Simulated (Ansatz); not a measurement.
# C₂H₄BFO: single points with varied inputs

Aim: run C₂H₄BFO under a spread of inputs, and see what each costs and gives.

The runs use Ansatz 0.2.0, Gaussian basis; the settings change from run to run.

## 1. The molecule

An earlier PBE0-D4 in a triple-zeta def2 set relaxation fixed the geometry.

SMILES `OC1(F)BC1`, 9 atoms, charge 0, spin multiplicity 1.

Atoms are counted from 1 here; the program's logs count them from 0.

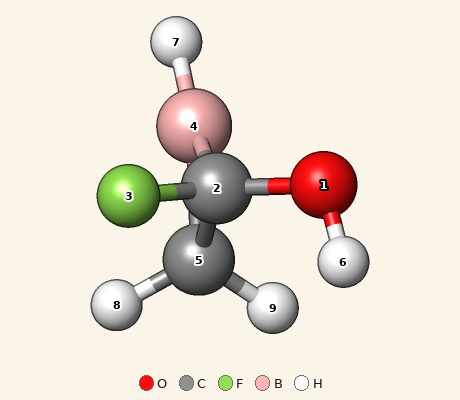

The geometry (oxygen red, carbon grey, fluorine green, boron pink, hydrogen white); atoms are numbered from 1 in the order of the file.

## 2. r2SCAN0/pcseg-2

This run has charge +1, multiplicity 2, restricted open-shell orbitals.

Input file in.yaml:

```yaml
crystal:
  periodic: [false, false, false]
  atoms:
    - {symbol: O, position_ang: [-0.954759, 0.023787, 1.388426]}
    - {symbol: C, position_ang: [0.088842, 0.271550, 0.546803]}
    - {symbol: F, position_ang: [0.734505, 1.452087, 0.838272]}
    - {symbol: B, position_ang: [0.886900, -0.887084, -0.076278]}
    - {symbol: C, position_ang: [-0.060948, -0.022326, -0.931080]}
    - {symbol: H, position_ang: [-1.693713, 0.595505, 1.144666]}
    - {symbol: H, position_ang: [1.700654, -1.743781, -0.024027]}
    - {symbol: H, position_ang: [0.408708, 0.666082, -1.633012]}
    - {symbol: H, position_ang: [-1.021590, -0.402121, -1.270869]}
basis:
  gaussian: {orbitals: pcseg-2}
total_charge: 1
magnetization: {spin_polarized: false, initial_magnetization: 1}
hamiltonian: {xc: {name: r2SCAN0}}
output: {forces: true}
```

Command:

```
$ ansatz run in.yaml --threads 2 --pin off --events-out ev --progress --plain --max-ram 4352MiB
```

Log, cut to the lines that bear on the results:

```text
Functional definition: r2SCAN0
  name "r2SCAN0"
  cite "Bursch, Neugebauer, Ehlert & Grimme, J. Chem. Phys. 156, 134105 (2022) doi:10.1063/5.0086040"
  cite "Furness, Kaplan, Ning, Perdew & Sun, J. Phys. Chem. Lett. 11, 8208 (2020) doi:10.1021/acs.jpclett.0c02405"
  cite "Furness, Kaplan, Ning, Perdew & Sun, J. Phys. Chem. Lett. 11, 9248 (2020) doi:10.1021/acs.jpclett.0c03077"
  parent r2scan
[...]
1015 factors; their error is unknown
[...]
mean field -7565.41215661 eV, -278.0237687349 hartree, gradient 2.7e-5 eV, S^2 0.750000; 2 other end points of the search recorded, 0 dependent functions left out
[...]
reference -7565.41216789 eV, -278.0237691494 hartree; 19, 18 occupied and 187, 188 virtual orbitals, 1015 factors
Total energy: -7565.41216789 eV, -278.0237691494 hartree
Atom 0 at    -0.954759     0.023787     1.388426 Å, force     2.492963    -0.139111    -1.687882 eV/Å
Atom 1 at     0.088842     0.271550     0.546803 Å, force    -4.409305     6.559630     3.716416 eV/Å
Atom 2 at     0.734505     1.452087     0.838272 Å, force    -0.594676    -2.706479    -0.423102 eV/Å
Atom 3 at     0.886900    -0.887084    -0.076278 Å, force     1.062881    -2.399251    -3.995917 eV/Å
Atom 4 at    -0.060948    -0.022326    -0.931080 Å, force     1.429657    -1.766215     0.310291 eV/Å
Atom 5 at    -1.693713     0.595505     1.144666 Å, force    -0.165928     0.046029     0.280223 eV/Å
Atom 6 at     1.700654    -1.743781    -0.024027 Å, force    -0.092586     0.322159     0.752405 eV/Å
Atom 7 at     0.408708     0.666082    -1.633012 Å, force     0.340100     0.171918     0.471137 eV/Å
Atom 8 at    -1.021590    -0.402121    -1.270869 Å, force    -0.063107    -0.088681     0.576429 eV/Å
Dipole moment:    -0.123472    -0.403174    -0.616281 e Å
```

It took 14 s on 2 threads of AMD EPYC 7R32, shared host; peak memory 0.61 GiB.

Largest force 8.734 eV/Å.

## 3. rPW86-PBE/def2-SVPD

Set apart from the defaults: D3(BJ) dispersion, high accuracy, the search for lower states set to off.

Changes to in.yaml since step 2:

```diff
@@ -13,6 +13,5 @@
 basis:
-  gaussian: {orbitals: pcseg-2}
-total_charge: 1
-magnetization: {spin_polarized: false, initial_magnetization: 1}
-hamiltonian: {xc: {name: r2SCAN0}}
-output: {forces: true}
+  gaussian: {orbitals: def2-SVPD}
+hamiltonian: {xc: {name: rPW86-PBE}, dispersion: d3bj}
+accuracy: high
+scf: {lower_state_search: off}
```

Launched as before.

Log, cut to the lines that bear on the results:

```text
Functional definition: rPW86-PBE
  name "rPW86-PBE"
  cite "Murray, Lee & Langreth, J. Chem. Theory Comput. 5, 2754 (2009) doi:10.1021/ct900365q"
  cite "Perdew, Burke & Ernzerhof, Phys. Rev. Lett. 77, 3865 (1996) doi:10.1103/PhysRevLett.77.3865"
  parent pbe
[...]
2793 factors; integrals over basis functions are off by at most 3.3e-9 eV
[...]
mean field -7586.62807867 eV, -278.8034394898 hartree, gradient 8.1e-8 eV, S^2 0.000000; 0 other end points of the search recorded, 0 dependent functions left out
reference -7586.62809492 eV, -278.8034400871 hartree; 19, 19 occupied and 119, 119 virtual orbitals, 2793 factors
Total energy: -7586.77005523 eV, -278.8086570321 hartree
Checks for a lower state left out: stability, starts, cluster_reference, orbital_swaps, neighbouring_geometries, increment
```

Run time: 7.5 s. Hardware: 2 threads of AMD EPYC 7R32, shared host.

## 4. PBEsol/ANO-RCC-VTZP

Options: unrestricted orbitals, density fitting with def2-universal-jkfit.

Changes to in.yaml since step 3:

```diff
@@ -13,5 +13,4 @@
 basis:
-  gaussian: {orbitals: def2-SVPD}
-hamiltonian: {xc: {name: rPW86-PBE}, dispersion: d3bj}
-accuracy: high
-scf: {lower_state_search: off}
+  gaussian: {orbitals: ANO-RCC-VTZP, fitting: {mean_field: def2-universal-jkfit}}
+magnetization: {spin_polarized: true, initial_magnetization: 0}
+hamiltonian: {xc: {name: PBEsol}}
```

Same command.

Log:

```text
Functional definition: PBEsol
  name "PBEsol"
  cite "Perdew et al., Phys. Rev. Lett. 100, 136406 (2008) doi:10.1103/PhysRevLett.100.136406"
  cite "Perdew, Burke & Ernzerhof, Phys. Rev. Lett. 77, 3865 (1996) doi:10.1103/PhysRevLett.77.3865"
  parent pbesol
  exchange = pbesol_x
  correlation = pbesol_c
451 factors; integrals over basis functions are off by at most 9.3e-1 eV
mean field evaluation 1: about -7539.4669 eV, gradient 5.0e1 eV
mean field evaluation 2: about -7516.6311 eV, gradient 8.5e1 eV
mean field evaluation 4: about -7549.3053 eV, gradient 7.6e0 eV
mean field evaluation 8: about -7549.5281 eV, gradient 2.8e-1 eV
mean field evaluation 16: about -7549.5283 eV, gradient 4.0e-5 eV
mean field -7549.52833409 eV, -277.4400490237 hartree, gradient 4.0e-5 eV, S^2 0.000000; 0 other end points of the search recorded, 0 dependent functions left out
reference -7549.52839834 eV, -277.4400513848 hartree; 19, 19 occupied and 187, 187 virtual orbitals, 451 factors
Total energy: -7549.52839834 eV, -277.4400513848 hartree
Relativity: scalar
```

Wall time 5.5 s (2 threads of AMD EPYC 7R32, shared host).

⟨S²⟩ 0.000.

## 5. revPBE/pcseg-2

Set apart from the defaults: charge +1, multiplicity 2.

Changes to in.yaml since step 4:

```diff
@@ -13,4 +13,5 @@
 basis:
-  gaussian: {orbitals: ANO-RCC-VTZP, fitting: {mean_field: def2-universal-jkfit}}
-magnetization: {spin_polarized: true, initial_magnetization: 0}
-hamiltonian: {xc: {name: PBEsol}}
+  gaussian: {orbitals: pcseg-2}
+total_charge: 1
+magnetization: {spin_polarized: true, initial_magnetization: 1}
+hamiltonian: {xc: {name: revPBE}}
```

Same command.

Log:

```text
Functional definition: revPBE
  name "revPBE"
  cite "Zhang & Yang, Phys. Rev. Lett. 80, 890 (1998) doi:10.1103/PhysRevLett.80.890"
  cite "Perdew, Burke & Ernzerhof, Phys. Rev. Lett. 77, 3865 (1996) doi:10.1103/PhysRevLett.77.3865"
  parameter kappa = 1.245
  parameter beta = 0.06672455060314922
  exchange = pbe_x(kappa = kappa, mu = beta*pi^2/3)
  correlation = pbe_c(beta = beta)
1015 factors; their error is unknown
mean field evaluation 1: about -7551.8534 eV, gradient 6.5e1 eV
mean field evaluation 2: about -7460.1660 eV, gradient 1.3e2 eV
mean field evaluation 4: about -7567.3148 eV, gradient 1.5e1 eV
mean field evaluation 8: about -7568.4849 eV, gradient 7.8e-1 eV
mean field evaluation 16: about -7568.4231 eV, gradient 5.7e-3 eV
mean field evaluation 32: about -7568.4000 eV, gradient 1.8e0 eV
mean field -7568.42313438 eV, -278.1344201272 hartree, gradient 4.6e-5 eV, S^2 0.751421; 4 other end points of the search recorded, 0 dependent functions left out
reference -7568.42318760 eV, -278.1344220830 hartree; 19, 18 occupied and 187, 188 virtual orbitals, 1015 factors
Total energy: -7568.42318760 eV, -278.1344220830 hartree
```

It took 7.5 s on 2 threads of AMD EPYC 7R32, shared host.

⟨S²⟩ 0.751.

## 6. B3LYP5/x2c-TZVPPall

This run has atoms shaken by 0.08 Å, a grid of angular degree 23, high accuracy.

Input file in.yaml:

```yaml
crystal:
  periodic: [false, false, false]
  atoms:
    - {symbol: O, position_ang: [-0.903674, 0.209326, 1.403130]}
    - {symbol: C, position_ang: [0.204850, 0.130150, 0.500391]}
    - {symbol: F, position_ang: [0.762714, 1.398267, 0.855751]}
    - {symbol: B, position_ang: [0.941837, -0.876047, -0.062950]}
    - {symbol: C, position_ang: [-0.005840, 0.105329, -0.919833]}
    - {symbol: H, position_ang: [-1.710745, 0.574583, 1.208763]}
    - {symbol: H, position_ang: [1.654780, -1.816450, 0.037825]}
    - {symbol: H, position_ang: [0.422181, 0.744771, -1.657755]}
    - {symbol: H, position_ang: [-1.016832, -0.372431, -1.211276]}
basis:
  gaussian: {orbitals: x2c-TZVPPall, final_grid: {core_spheres: 8, valence_spheres: 7, degree: 23}}
hamiltonian: {xc: {name: B3LYP5}}
accuracy: high
```

Launched as before.

Log, cut to the lines that bear on the results:

```text
Functional definition: B3LYP5
  name "B3LYP5"
  cite "Stephens, Devlin, Chabalowski & Frisch, J. Phys. Chem. 98, 11623 (1994) doi:10.1021/j100096a001"
  cite "Becke, Phys. Rev. A 38, 3098 (1988) doi:10.1103/PhysRevA.38.3098"
  cite "Lee, Yang & Parr, Phys. Rev. B 37, 785 (1988) doi:10.1103/PhysRevB.37.785"
  cite "Vosko, Wilk & Nusair, Can. J. Phys. 58, 1200 (1980) doi:10.1139/p80-159"
[...]
3681 factors; integrals over basis functions are off by at most 7.9e-9 eV
[...]
mean field -7579.82315318 eV, -278.5533630906 hartree, gradient 4.7e-8 eV, S^2 0.000000; 0 other end points of the search recorded, 0 dependent functions left out
reference -7579.82319460 eV, -278.5533646129 hartree; 19, 19 occupied and 192, 192 virtual orbitals, 3681 factors
Total energy: -7579.82319460 eV, -278.5533646129 hartree
Relativity: scalar
```

Run time: 12 s. Hardware: 2 threads of AMD EPYC 7R32, shared host; peak memory 1.2 GiB.

## 7. PBE0/x2c-TZVPPall

This run has multiplicity 3, D4 dispersion.

Input file in.yaml:

```yaml
crystal:
  periodic: [false, false, false]
  atoms:
    - {symbol: O, position_ang: [-0.954759, 0.023787, 1.388426]}
    - {symbol: C, position_ang: [0.088842, 0.271550, 0.546803]}
    - {symbol: F, position_ang: [0.734505, 1.452087, 0.838272]}
    - {symbol: B, position_ang: [0.886900, -0.887084, -0.076278]}
    - {symbol: C, position_ang: [-0.060948, -0.022326, -0.931080]}
    - {symbol: H, position_ang: [-1.693713, 0.595505, 1.144666]}
    - {symbol: H, position_ang: [1.700654, -1.743781, -0.024027]}
    - {symbol: H, position_ang: [0.408708, 0.666082, -1.633012]}
    - {symbol: H, position_ang: [-1.021590, -0.402121, -1.270869]}
basis:
  gaussian: {orbitals: x2c-TZVPPall}
magnetization: {spin_polarized: true, initial_magnetization: 2}
hamiltonian: {xc: {name: PBE0}, dispersion: d4}
output: {forces: true}
```

Same command.

Log, cut to the lines that bear on the results:

```text
Functional definition: PBE0
  name "PBE0"
  cite "Adamo & Barone, J. Chem. Phys. 110, 6158 (1999) doi:10.1063/1.478522"
  cite "Perdew, Burke & Ernzerhof, Phys. Rev. Lett. 77, 3865 (1996) doi:10.1103/PhysRevLett.77.3865"
  parent pbe
[...]
1073 factors; their error is unknown
[...]
mean field -7573.98001868 eV, -278.3386318585 hartree, gradient 1.2e-5 eV, S^2 2.009441; 2 other end points of the search recorded, 0 dependent functions left out
[...]
reference -7573.98005139 eV, -278.3386330604 hartree; 20, 18 occupied and 191, 193 virtual orbitals, 1073 factors
Total energy: -7574.09723270 eV, -278.3429393941 hartree
Relativity: scalar
Atom 0 at    -0.954759     0.023787     1.388426 Å, force     0.939783     0.167859     0.078487 eV/Å
Atom 1 at     0.088842     0.271550     0.546803 Å, force    -3.312830     3.507185    -0.984538 eV/Å
Atom 2 at     0.734505     1.452087     0.838272 Å, force    -0.149390    -0.953070     0.436253 eV/Å
Atom 3 at     0.886900    -0.887084    -0.076278 Å, force     2.180137    -3.377717    -1.855037 eV/Å
Atom 4 at    -0.060948    -0.022326    -0.931080 Å, force     0.203996     0.549554     1.072008 eV/Å
Atom 5 at    -1.693713     0.595505     1.144666 Å, force     0.102790    -0.025611     0.072939 eV/Å
Atom 6 at     1.700654    -1.743781    -0.024027 Å, force    -0.007239     0.225472     0.550559 eV/Å
Atom 7 at     0.408708     0.666082    -1.633012 Å, force     0.214612     0.215749     0.265929 eV/Å
Atom 8 at    -1.021590    -0.402121    -1.270869 Å, force    -0.171859    -0.309421     0.363400 eV/Å
Dipole moment:    -0.475143     0.251025    -0.198838 e Å
```

Run time: 9 s. Hardware: 2 threads of AMD EPYC 7R32, shared host; peak memory 0.54 GiB.

Largest force 4.924 eV/Å, dipole 2.75 D, ⟨S²⟩ 2.009.

## 8. PBE0-DH/aug-cc-pVDZ

Changes to in.yaml since step 7:

```diff
@@ -13,5 +13,4 @@
 basis:
-  gaussian: {orbitals: x2c-TZVPPall}
-magnetization: {spin_polarized: true, initial_magnetization: 2}
-hamiltonian: {xc: {name: PBE0}, dispersion: d4}
+  gaussian: {orbitals: aug-cc-pVDZ}
+hamiltonian: {xc: {name: PBE0-DH}}
 output: {forces: true}
```

Same command.

Log, cut to the lines that bear on the results:

```text
Functional definition: PBE0-DH
  name "PBE0-DH"
  cite "Brémond & Adamo, J. Chem. Phys. 135, 024106 (2011) doi:10.1063/1.3604569"
  cite "Perdew, Burke & Ernzerhof, Phys. Rev. Lett. 77, 3865 (1996) doi:10.1103/PhysRevLett.77.3865"
[...]
1470 factors; integrals over basis functions are off by at most 6.3e-4 eV
[...]
mean field -7566.25520137 eV, -278.0547500585 hartree, gradient 9.0e-6 eV, S^2 0.000000; 0 other end points of the search recorded, 0 dependent functions left out
5 core orbitals not correlated: weight in the atoms' cores, before any rotation towards them, 1.000 or more for the frozen orbitals, at most 0.000 for the correlated occupied ones
reference -7566.25523447 eV, -278.0547512747 hartree; 14, 14 occupied and 132, 132 virtual orbitals, 1470 factors
second order -25.32544745 eV of doubles, -0.00000000 eV of singles
[...]
Total energy: -7569.42091540 eV, -278.1710879031 hartree
Atom 0 at    -0.954759     0.023787     1.388426 Å, force    -0.178787     0.104102    -0.007528 eV/Å
Atom 1 at     0.088842     0.271550     0.546803 Å, force    -0.106189    -0.067970    -0.035194 eV/Å
Atom 2 at     0.734505     1.452087     0.838272 Å, force     0.069655     0.134422     0.028832 eV/Å
Atom 3 at     0.886900    -0.887084    -0.076278 Å, force     0.129617    -0.115909     0.025923 eV/Å
Atom 4 at    -0.060948    -0.022326    -0.931080 Å, force    -0.077782     0.087059    -0.018938 eV/Å
Atom 5 at    -1.693713     0.595505     1.144666 Å, force     0.146637    -0.101197     0.039694 eV/Å
Atom 6 at     1.700654    -1.743781    -0.024027 Å, force     0.052810    -0.062830     0.017530 eV/Å
Atom 7 at     0.408708     0.666082    -1.633012 Å, force     0.063985     0.074054    -0.041695 eV/Å
Atom 8 at    -1.021590    -0.402121    -1.270869 Å, force    -0.099945    -0.051730    -0.008625 eV/Å
Dipole moment:    -0.238729    -0.118463    -0.387498 e Å
```

It took 12 s on 2 threads of AMD EPYC 7R32, shared host; peak memory 0.57 GiB.

Largest force 0.207 eV/Å, dipole 2.26 D.

## 9. PBEsol/aug-cc-pVDZ

Options: multiplicity 3, a grid of angular degree 23.

Changes to in.yaml since step 8:

```diff
@@ -13,4 +13,4 @@
 basis:
-  gaussian: {orbitals: aug-cc-pVDZ}
-hamiltonian: {xc: {name: PBE0-DH}}
-output: {forces: true}
+  gaussian: {orbitals: aug-cc-pVDZ, final_grid: {core_spheres: 8, valence_spheres: 7, degree: 23}}
+magnetization: {spin_polarized: true, initial_magnetization: 2}
+hamiltonian: {xc: {name: PBEsol}}
```

Launched as before.

Log:

```text
Functional definition: PBEsol
  name "PBEsol"
  cite "Perdew et al., Phys. Rev. Lett. 100, 136406 (2008) doi:10.1103/PhysRevLett.100.136406"
  cite "Perdew, Burke & Ernzerhof, Phys. Rev. Lett. 77, 3865 (1996) doi:10.1103/PhysRevLett.77.3865"
  parent pbesol
  exchange = pbesol_x
  correlation = pbesol_c
1266 factors; their error is unknown
mean field evaluation 1: about -7523.9522 eV, gradient 5.6e1 eV
mean field evaluation 2: about -7465.6792 eV, gradient 1.2e2 eV
mean field evaluation 4: about -7537.2888 eV, gradient 2.0e1 eV
mean field evaluation 8: about -7539.5006 eV, gradient 2.4e-1 eV
mean field evaluation 16: about -7539.4542 eV, gradient 9.2e-4 eV
mean field -7539.45419809 eV, -277.0698313544 hartree, gradient 3.5e-5 eV, S^2 2.005538; 1 other end points of the search recorded, 0 dependent functions left out
reference -7539.45430101 eV, -277.0698351364 hartree; 20, 18 occupied and 131, 133 virtual orbitals, 1266 factors
Total energy: -7539.45430101 eV, -277.0698351364 hartree
```

It took 2.7 s on 2 threads of AMD EPYC 7R32, shared host.

⟨S²⟩ 2.006.

## 10. r2SCAN50/cc-pVTZ

Options: atoms shaken by 0.03 Å, D4 dispersion.

Input file in.yaml:

```yaml
crystal:
  periodic: [false, false, false]
  atoms:
    - {symbol: O, position_ang: [-0.951093, -0.013225, 1.401685]}
    - {symbol: C, position_ang: [0.082413, 0.254886, 0.515695]}
    - {symbol: F, position_ang: [0.764931, 1.447355, 0.782018]}
    - {symbol: B, position_ang: [0.880402, -0.900801, -0.063440]}
    - {symbol: C, position_ang: [-0.029772, -0.030024, -0.926350]}
    - {symbol: H, position_ang: [-1.745066, 0.585315, 1.113070]}
    - {symbol: H, position_ang: [1.683174, -1.758162, -0.009275]}
    - {symbol: H, position_ang: [0.439756, 0.641154, -1.674334]}
    - {symbol: H, position_ang: [-1.027734, -0.426342, -1.230530]}
basis:
  gaussian: {orbitals: cc-pVTZ}
hamiltonian: {xc: {name: r2SCAN50}, dispersion: d4}
output: {forces: true}
```

The command is unchanged.

Log, cut to the lines that bear on the results:

```text
Functional definition: r2SCAN50
  name "r2SCAN50"
  cite "Bursch, Neugebauer, Ehlert & Grimme, J. Chem. Phys. 156, 134105 (2022) doi:10.1063/5.0086040"
  cite "Furness, Kaplan, Ning, Perdew & Sun, J. Phys. Chem. Lett. 11, 8208 (2020) doi:10.1021/acs.jpclett.0c02405"
  cite "Furness, Kaplan, Ning, Perdew & Sun, J. Phys. Chem. Lett. 11, 9248 (2020) doi:10.1021/acs.jpclett.0c03077"
  parent r2scan
[...]
1232 factors; their error is unknown
[...]
mean field -7574.06146890 eV, -278.3416250989 hartree, gradient 4.9e-5 eV, S^2 0.000000; 0 other end points of the search recorded, 0 dependent functions left out
[...]
reference -7574.06147515 eV, -278.3416253286 hartree; 19, 19 occupied and 187, 187 virtual orbitals, 1232 factors
Total energy: -7574.10458530 eV, -278.3432095974 hartree
Atom 0 at    -0.951093    -0.013225     1.401685 Å, force    -1.624314     2.680553    -2.320538 eV/Å
Atom 1 at     0.082413     0.254886     0.515695 Å, force     0.340244     0.980004     1.837146 eV/Å
Atom 2 at     0.764931     1.447355     0.782018 Å, force    -0.874198    -1.169030     0.025691 eV/Å
Atom 3 at     0.880402    -0.900801    -0.063440 Å, force     0.419216    -0.272725    -0.105354 eV/Å
Atom 4 at    -0.029772    -0.030024    -0.926350 Å, force    -1.364537    -0.172326    -1.510064 eV/Å
Atom 5 at    -1.745066     0.585315     1.113070 Å, force     2.555563    -1.976755     1.093469 eV/Å
Atom 6 at     1.683174    -1.758162    -0.009275 Å, force    -0.089085     0.067783     0.041647 eV/Å
Atom 7 at     0.439756     0.641154    -1.674334 Å, force    -0.486022    -0.503465     0.818642 eV/Å
Atom 8 at    -1.027734    -0.426342    -1.230530 Å, force     1.123133     0.365961     0.119362 eV/Å
Dipole moment:    -0.271830    -0.123227    -0.405047 e Å
```

It took 7 s on 2 threads of AMD EPYC 7R32, shared host; peak memory 0.49 GiB.

Largest force 3.900 eV/Å, dipole 2.42 D.

## 11. The runs in one table

| level | charge | multiplicity | geometry | functions | energy (eV) | time |
| --- | --- | --- | --- | --- | --- | --- |
| r2SCAN0/pcseg-2 | 1 | 2 | relaxed | 206 | -7565.412 | 14 s |
| rPW86-PBE/def2-SVPD | 0 | 1 | relaxed | 138 | -7586.770 | 7.5 s |
| PBEsol/ANO-RCC-VTZP | 0 | 1 | relaxed | 206 | -7549.528 | 5.5 s |
| revPBE/pcseg-2 | 1 | 2 | relaxed | 206 | -7568.423 | 7.5 s |
| B3LYP5/x2c-TZVPPall | 0 | 1 | shaken | 211 | -7579.823 | 12 s |
| PBE0/x2c-TZVPPall | 0 | 3 | relaxed | 211 | -7574.097 | 9 s |
| PBE0-DH/aug-cc-pVDZ | 0 | 1 | relaxed | 151 | -7569.421 | 12 s |
| PBEsol/aug-cc-pVDZ | 0 | 3 | relaxed | 151 | -7539.454 | 2.7 s |
| r2SCAN50/cc-pVTZ | 0 | 1 | shaken | 206 | -7574.105 | 7 s |

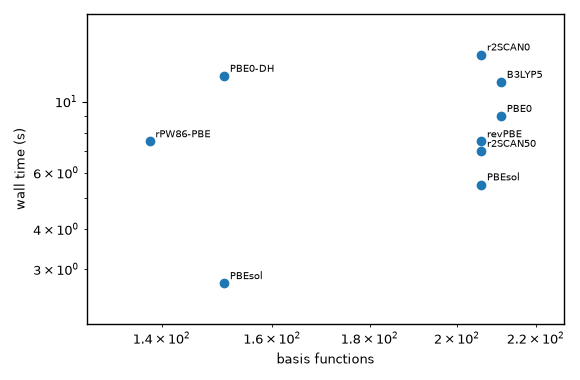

Wall time against the number of basis functions (shared host).

## 12. Results

```
                                         quantity                      value
                                             runs                          9
                                         quickest  PBEsol/aug-cc-pVDZ, 2.7 s
                                          slowest      r2SCAN0/pcseg-2, 14 s
spread of total energies, same state and geometry                    37.2 eV
```

Run time spans a factor of 5, from PBEsol/aug-cc-pVDZ to r2SCAN0/pcseg-2. The jobs differ in tasks and options as well as level. Total energies at one charge and spin differ by 37 eV between levels, so only differences within one level mean anything. At the PBE0-D4/def2-TZVP geometry and in the same state, runs without warnings or point charges leave forces up to 0.21 eV/Å (PBE0-DH/aug-cc-pVDZ), against 3.9 eV/Å where the atoms were moved.
